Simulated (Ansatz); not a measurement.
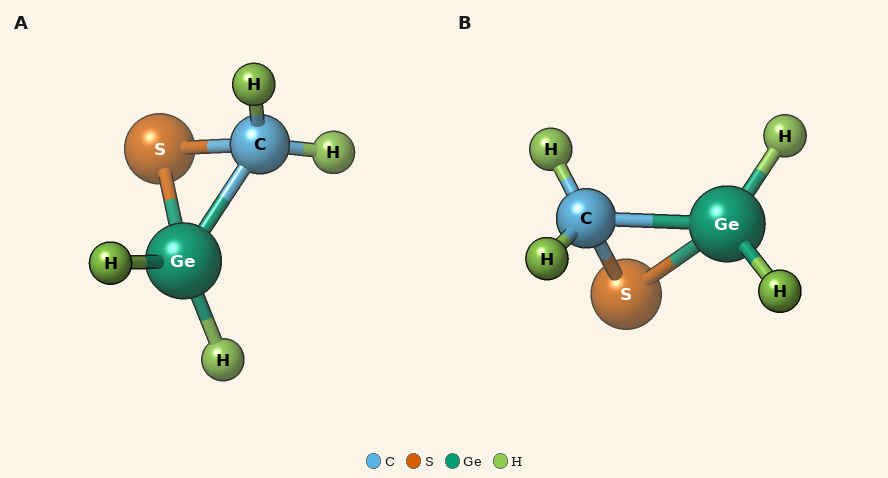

Distant atoms are faded towards the background colour. The geometry was computed by an optimisation with PBE-D4/def2-SVP. No frequency run is at hand to confirm it as a minimum.

Question: Are A and B the same structure? If not, how do they differ?

Answer: Yes. They are the same structure, CH4GeS ([CH2]1[S][GeH2]1), seen from two directions. With point group Cs it is achiral, so its mirror image would be the same too.
